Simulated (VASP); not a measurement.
# SnHBrO: charges calculation

SnHBrO (4 atoms in the cell), computed with Kohn-Sham DFT of a periodic cell, PBE with TS, VASP PAW PBE potentials, recommended, no spin polarisation (VASP 6.6.1).

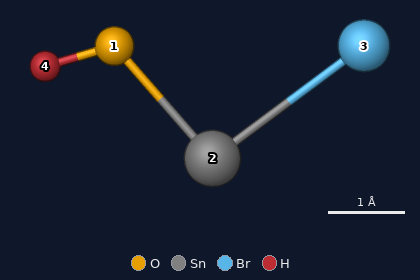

Figure 1. The structure as given in the input (ball-and-stick view of the molecule without its box, seen on its broad side; atoms are numbered from 1 in the order of the input). Bond lengths as drawn: Br–Sn 2.52 Å, H–O 0.96 Å and O–Sn 1.97 Å.

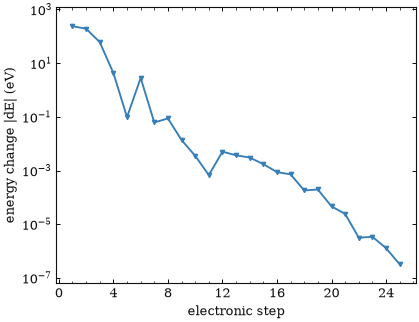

Figure 2. Convergence of the self-consistent field: energy change |dE| against the electronic step. It takes 25 electronic steps. The density is held fixed in the first few steps, and dE rises again when its update begins.

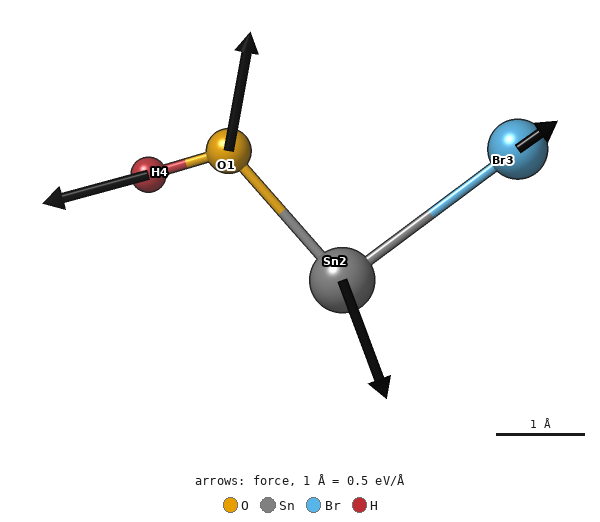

Figure 3. Forces on the atoms as black arrows (ball-and-stick view of the molecule without its box, seen on its broad side; atoms are numbered from 1 in the order of the input). The largest act on Sn2 (0.73 eV/Å); O1 (0.70 eV/Å); H4 (0.63 eV/Å); Br3 (0.28 eV/Å). The geometry is not a stationary point of this energy.

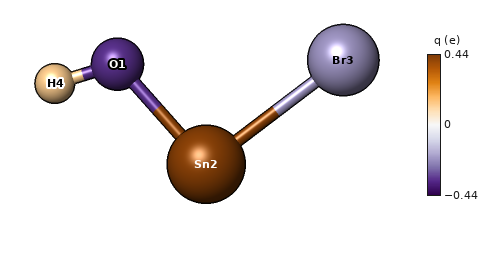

Figure 4. Hirshfeld charges, as the colour of each atom (ball-and-stick view of the molecule without its box, seen at an oblique angle; atoms are numbered from 1 in the order of the input). By element: O −0.34, Sn +0.42, Br −0.21 and H +0.13 e.

The input and output of the run follow.

## INCAR
```
ALGO = Normal
EDIFF = 1E-6
ENCUT = 520
GGA = PE
ISIF = 2
ISMEAR = 0
IVDW = 2
LASPH = True
LCHARG = True
LELF = True
LORBIT = 11
LREAL = False
LVACPOTAV = True
LVHAR = True
LWAVE = False
NELM = 80
PREC = Accurate
SIGMA = 0.01
```

## KPOINTS
```
k-points
0
Gamma
  1 1 1
```

## POSCAR
```
SnHBrO
1.0
   13.0000000000      0.0000000000      0.0000000000
    0.0000000000     11.0000000000      0.0000000000
    0.0000000000      0.0000000000     11.0000000000
O Sn Br H
1 1 1 1
Direct
    0.4347192300      0.5530000000      0.4391500000
    0.4437576900      0.4524636400      0.5874863600
    0.6355269200      0.4240181800      0.5740681800
    0.3664730800      0.5798000000      0.4186954500
```

Run as:
```bash
cat potpaw_PBE.64/O/POTCAR potpaw_PBE.64/Sn_d/POTCAR potpaw_PBE.64/Br/POTCAR potpaw_PBE.64/H/POTCAR > POTCAR
mpirun -np 1 vasp_gam > vasp.out
```

## OSZICAR
```
N       E                     dE             d eps       ncg     rms          rms(c)
DAV:   1     0.237428840777E+03    0.23743E+03   -0.93094E+03    44   0.968E+02
DAV:   2     0.452968717047E+02   -0.19213E+03   -0.18956E+03    70   0.213E+02
DAV:   3    -0.151903008416E+02   -0.60487E+02   -0.60436E+02    46   0.107E+02
DAV:   4    -0.194730253365E+02   -0.42827E+01   -0.42737E+01    38   0.349E+01
DAV:   5    -0.195709130329E+02   -0.97888E-01   -0.97696E-01    40   0.666E+00    0.957E+00
DAV:   6    -0.167598296497E+02    0.28111E+01   -0.14674E+01    46   0.336E+01    0.406E+00
DAV:   7    -0.166979878776E+02    0.61842E-01   -0.95311E-01    36   0.646E+00    0.255E+00
DAV:   8    -0.166110898983E+02    0.86898E-01   -0.30917E-01    46   0.480E+00    0.698E-01
DAV:   9    -0.165973867211E+02    0.13703E-01   -0.81514E-02    46   0.273E+00    0.302E-01
DAV:  10    -0.166009103942E+02   -0.35237E-02   -0.13385E-02    36   0.105E+00    0.152E-01
DAV:  11    -0.166015874905E+02   -0.67710E-03   -0.40860E-03    38   0.524E-01    0.956E-02
DAV:  12    -0.166065994603E+02   -0.50120E-02   -0.37599E-03    36   0.311E-01    0.736E-02
DAV:  13    -0.166102974082E+02   -0.36979E-02   -0.19509E-03    52   0.373E-01    0.437E-02
DAV:  14    -0.166133309911E+02   -0.30336E-02   -0.11400E-03    52   0.290E-01    0.413E-02
DAV:  15    -0.166150598990E+02   -0.17289E-02   -0.64253E-04    52   0.192E-01    0.134E-02
DAV:  16    -0.166159307584E+02   -0.87086E-03   -0.14862E-04    46   0.700E-02    0.154E-02
DAV:  17    -0.166166492321E+02   -0.71847E-03   -0.74086E-05    46   0.454E-02    0.496E-03
DAV:  18    -0.166168296504E+02   -0.18042E-03   -0.10352E-05    46   0.231E-02    0.380E-03
DAV:  19    -0.166170262936E+02   -0.19664E-03   -0.19450E-05    44   0.175E-02    0.240E-03
DAV:  20    -0.166170723375E+02   -0.46044E-04   -0.31920E-06    38   0.875E-03    0.199E-03
DAV:  21    -0.166170964649E+02   -0.24127E-04   -0.23006E-06    36   0.794E-03    0.714E-04
DAV:  22    -0.166170995972E+02   -0.31323E-05   -0.11321E-07    36   0.215E-03    0.599E-04
DAV:  23    -0.166171029921E+02   -0.33949E-05   -0.12096E-07    36   0.179E-03    0.259E-04
DAV:  24    -0.166171042729E+02   -0.12808E-05   -0.64384E-08    36   0.141E-03    0.189E-04
DAV:  25    -0.166171045926E+02   -0.31977E-06   -0.72101E-09    36   0.540E-04
   1 F= -.16626913E+02 E0= -.16626913E+02  d E =-.790790E-58
```

## Parts of OUTCAR
```
EDIFF = 1E-6
   ENCUT = 520
   GGA = PE
   ISIF = 2
   ISMEAR = 0
   IVDW = 2
   LASPH = True
   LORBIT = 11
   LREAL = False
   NELM = 80
   PREC = Accurate
  IVDW =   2
  VDW_C6AU =     15.600   587.420   162.000     6.500 au
  VDW_ALPHA =    5.400  55.950  20.000   4.500 au
  VDW_R0AU =    3.194   4.309   3.931   3.099 au
  VDW_RADIUS =    50.000 A
  VDW_IDAMPF =  0
  VDW_S6 =     1.000
  VDW_SR =     0.940
  VDW_D =    20.000

 ion  position               nearest neighbor table
   1  0.435  0.553  0.439-   4 0.96   2 1.97
   2  0.444  0.452  0.587-   1 1.97   3 2.52
   3  0.636  0.424  0.574-   2 2.52
   4  0.366  0.580  0.419-   1 0.96

  LATTYP: Found a simple tetragonal cell.
 ALAT       =    11.0000000000
 C/A-ratio  =     1.1818181818

  Lattice vectors:

 A1 = (   0.0000000000,  11.0000000000,   0.0000000000)
 A2 = (   0.0000000000,   0.0000000000,  11.0000000000)
 A3 = (  13.0000000000,   0.0000000000,   0.0000000000)

Analysis of symmetry for initial positions (statically):
=====================================================================
 Subroutine PRICEL returns:
 Original cell was already a primitive cell.

 Routine SETGRP: Setting up the symmetry group for a
 simple tetragonal supercell.

 Subroutine GETGRP returns: Found  1 space group operations
 (whereof  1 operations were pure point group operations)
 out of a pool of 16 trial point group operations.

The static configuration has the point symmetry C_1 .

Analysis of symmetry for dynamics (positions and initial velocities):
=====================================================================
 Subroutine PRICEL returns:
 Original cell was already a primitive cell.

 Routine SETGRP: Setting up the symmetry group for a
 simple tetragonal supercell.

 Subroutine GETGRP returns: Found  1 space group operations
 (whereof  1 operations were pure point group operations)
 out of a pool of 16 trial point group operations.

The dynamic configuration has the point symmetry C_1 .

 Subroutine INISYM returns: Found  1 space group operations
 (whereof  1 operations are pure point group operations),
 and found     1 'primitive' translations

----------------------------------------------------------------------------------------

                                     Primitive cell

  volume of cell :    1573.0000

  direct lattice vectors                    reciprocal lattice vectors
    13.000000000  0.000000000  0.000000000     0.076923077  0.000000000  0.000000000
     0.000000000 11.000000000  0.000000000     0.000000000  0.090909091  0.000000000
     0.000000000  0.000000000 11.000000000     0.000000000  0.000000000  0.090909091

  length of vectors
    13.000000000 11.000000000 11.000000000     0.076923077  0.090909091  0.090909091

  position of ions in fractional coordinates (direct lattice)
     0.434719230  0.553000000  0.439150000
     0.443757690  0.452463640  0.587486360
     0.635526920  0.424018180  0.574068180
     0.366473080  0.579800000  0.418695450

  ion indices of the primitive-cell ions
   primitive index   ion index
                 1           1
                 2           2
                 3           3
                 4           4

----------------------------------------------------------------------------------------

 KPOINTS: k-points

Automatic generation of k-mesh.
 Grid dimensions read from file:
 generate k-points for:    1    1    1

 Generating k-lattice:

  Cartesian coordinates                     Fractional coordinates (reciprocal lattice)
     0.076923077  0.000000000  0.000000000     1.000000000  0.000000000  0.000000000
     0.000000000  0.090909091  0.000000000     0.000000000  1.000000000  0.000000000
     0.000000000  0.000000000  0.090909091     0.000000000  0.000000000  1.000000000

  Length of vectors
     0.076923077  0.090909091  0.090909091

  Shift w.r.t. Gamma in fractional coordinates (k-lattice)
     0.000000000  0.000000000  0.000000000

 Subroutine IBZKPT returns following result:
 ===========================================

 Found      1 irreducible k-points:

 Following reciprocal coordinates:
            Coordinates               Weight
  0.000000  0.000000  0.000000      1.000000
   k-points           NKPTS =      1   k-points in BZ     NKDIM =      1   number of bands    NBANDS=     18
   number of dos      NEDOS =    301   number of ions     NIONS =      4
   total plane-waves  NPLWV = 691488
   dimension x,y,z NGX =    98 NGY =   84 NGZ =   84
   dimension x,y,z NGXF=   196 NGYF=  168 NGZF=  168
   ions per type =               1   1   1   1
   NGX,Y,Z   is equivalent  to a cutoff of  12.53, 12.70, 12.70 a.u.
   NGXF,Y,Z  is equivalent  to a cutoff of  25.06, 25.39, 25.39 a.u.
 SYSTEM =  unknown system
   PREC   = accura    normal or accurate (medium, high low for compatibility)
   ISTART =      0    job   : 0-new  1-cont  2-samecut
   ICHARG =      2    charge: 1-file 2-atom 10-const
   ISPIN  =      1    spin polarized calculation?
   LNONCOLLINEAR =      F non collinear calculations
   LSORBIT =      F    spin-orbit coupling
   LASPH  =      T    aspherical Exc in radial PAW
   ENCUT  =  520.0 eV  38.22 Ry    6.18 a.u.  24.17 20.45 20.45*2*pi/ulx,y,z
   NELM   =     80;   NELMIN=  2; NELMDL= -5     # of ELM steps
   EDIFF  = 0.1E-05   stopping-criterion for ELM
   LREAL  =      F    real-space projection
   EDIFFG = 0.1E-04   stopping-criterion for IOM
   NSW    =      0    number of steps for IOM
   IBRION =     -1    ionic relax: 0-MD 1-quasi-New 2-CG
   NFREE  =      0    steps in history (QN), initial steepest desc. (CG)
   ISIF   =      2    stress and relaxation
   ISYM   =      2    0-nonsym 1-usesym 2-fastsym
   POTIM  = 0.5000    time-step for ionic-motion
   TEBEG  =    0.0;   TEEND  =   0.0 temperature during run
   PSTRESS=    0.0 pullay stress
   NELECT =      28.0000    total number of electrons
   NUPDOWN=      -1.0000    fix difference up-down
   EMIN   =  10.00;   EMAX   =-10.00  energy-range for DOS
   EFERMI =   0.00;   METHOD = LEGACY
   ISMEAR =     0;   SIGMA  =   0.01  broadening in eV -4-tet -1-fermi 0-gaus
   EFERMI_NEDOS =   21; number of points for ismear=-14 and -15
   IALGO  =     38    algorithm
   IMIX   =      4    mixing-type and parameters
     AMIX     =   0.40;   BMIX     =  1.00
     AMIX_MAG =   1.60;   BMIX_MAG =  1.00
  volume/ion in A,a.u.               =     393.25      2653.78
  Fermi-wavevector in a.u.,A,eV,Ry     =   0.427449  0.807762  2.485960  0.182713
  Thomas-Fermi vector in A             =   1.394107
   LORBIT       =     11    0 simple, 1 ext, 2 COOP (PROOUT), +10 PAW based schemes
   GGA     = PE    functional components
   LHFCALC =     F    Hartree Fock is set to
   AEXX    =    0.0000 exact exchange contribution
   IVDW    =     2    specifies the selected vdW correction
   LEPSILON=     F    determine dielectric tensor
   LRPA    =     F    only Hartree local field effects (RPA)
 non-spin polarized calculation
 Gauss-broadening in eV      SIGMA  =   0.01
  energy-cutoff  :      520.00
  volume of cell :     1573.00
 maximum number of plane-waves:     21209
 NGX is ok and might be reduce to    98
   NGX = 49   NGY = 41   NGZ = 41

 number of electron      28.0000002 magnetization

 Free energy of the ion-electron system (eV)
  ---------------------------------------------------
  ext. energy  EPLUGINS =         0.00000000
  ---------------------------------------------------
  free energy    TOTEN  =       -16.61710459 eV

  energy without entropy =      -16.61710459  energy(sigma->0) =      -16.61710459

 E-fermi :  -5.9191     XC(G=0):  -0.9813     alpha+bet : -0.4282

 val. band max:       -6.0324666488   @ k =   0.0000   0.0000   0.0000
 cond. band min:      -2.8971590372   @ k =   0.0000   0.0000   0.0000
 fundamental gap:      3.1353076116
 Fermi energy:        -5.9190615683

 k-point     1 :       0.0000    0.0000    0.0000
  band No.  band energies     occupation
      1     -26.2666      2.00000
      2     -26.0110      2.00000
      3     -25.9793      2.00000
      4     -25.8829      2.00000
      5     -25.7435      2.00000
      6     -23.5874      2.00000
      7     -18.8656      2.00000
      8     -12.3559      2.00000
      9      -9.8070      2.00000
     10      -7.9925      2.00000
     11      -7.4115      2.00000
     12      -6.6088      2.00000
     13      -6.5644      2.00000
     14      -6.0325      2.00000
     15      -2.8972      0.00000
     16      -1.2318      0.00000
     17      -0.7213      0.00000
     18      -0.1661      0.00000

------------------------ aborting loop because EDIFF is reached ----------------------------------------

  Hirshfeld charges:
            ion         q(e)
   ------------------------------
      1     O       -0.33792164
      2     Sn       0.41841631
      3     Br      -0.20844081
      4     H        0.12794613

  Tkatchenko/Scheffler method for vdW energy calculation

  Number of pair interactions contributing to vdW energy:    3322

  Edisp (eV):   -0.00981

  FORCE on cell =-STRESS in cart. coord.  units (eV):
  Direction    XX          YY          ZZ          XY          YZ          ZX
  --------------------------------------------------------------------------------------
  -------------------------------------------------------------------------------------
  Total       1.12823     0.46873     0.93753    -0.32580    -0.69236     0.18390
  in kB       1.14916     0.47743     0.95492    -0.33184    -0.70521     0.18731
  external pressure =        0.86 kB  Pullay stress =        0.00 kB

 VOLUME and BASIS-vectors are now :
 -----------------------------------------------------------------------------
  energy-cutoff  :      520.00
  volume of cell :     1573.00
      direct lattice vectors                 reciprocal lattice vectors
    13.000000000  0.000000000  0.000000000     0.076923077  0.000000000  0.000000000
     0.000000000 11.000000000  0.000000000     0.000000000  0.090909091  0.000000000
     0.000000000  0.000000000 11.000000000     0.000000000  0.000000000  0.090909091

 POSITION                                       TOTAL-FORCE (eV/Angst)
 -----------------------------------------------------------------------------------
      5.65135      6.08300      4.83065         0.515311      0.198606     -0.426230
      5.76885      4.97710      6.46235        -0.216069     -0.360965      0.596656
      8.26185      4.66420      6.31475         0.280286     -0.039369     -0.010861
      4.76415      6.37780      4.60565        -0.579528      0.201728     -0.159565
 -----------------------------------------------------------------------------------
    total drift:                                0.000214     -0.000002     -0.000858

  FREE ENERGIE OF THE ION-ELECTRON SYSTEM (eV)
  ---------------------------------------------------
  free  energy   TOTEN  =       -16.6269132696 eV

  energy  without entropy=      -16.6269132696  energy(sigma->0) =      -16.62691327

 total charge

# of ion       s       p       d       tot
------------------------------------------
    1        1.572   3.520   0.000   5.092
    2        1.311   0.834  10.047  12.192
    3        1.616   3.233   0.012   4.861
    4        0.634   0.130   0.000   0.764
--------------------------------------------------
tot          5.134   7.717  10.059  22.910
```

## CONTCAR
```
SnHBrO
   1.00000000000000
    13.0000000000000000    0.0000000000000000    0.0000000000000000
     0.0000000000000000   11.0000000000000000    0.0000000000000000
     0.0000000000000000    0.0000000000000000   11.0000000000000000
  O               Sn              Br              H
     1     1     1     1
Direct
     0.4347192299999989    0.5529999999999973    0.4391499999999979
     0.4437576899999982    0.4524636399999977    0.5874863599999998
     0.6355269199999967    0.4240181799999974    0.5740681799999976
     0.3664730799999987    0.5797999999999988    0.4186954500000013

  0.00000000E+00  0.00000000E+00  0.00000000E+00
  0.00000000E+00  0.00000000E+00  0.00000000E+00
  0.00000000E+00  0.00000000E+00  0.00000000E+00
  0.00000000E+00  0.00000000E+00  0.00000000E+00
```

## Summary

| quantity | value |
| --- | --- |
| outcome | converged |
| electrons treated | 28 |
| free energy | −16.6269 eV |
| dispersion energy | −0.0098 eV |
| Fermi energy of the self-consistent step | −5.919 eV |
| gap on the k-point mesh | 3.14 eV |
| largest force (length of the vector) | 0.730 eV/Å |
| hardware | 1 thread of Intel Xeon (Emerald Rapids), 450 GiB of memory available, shared host |
| wall time | 3.3 min |
| peak memory | 1.2 GiB |
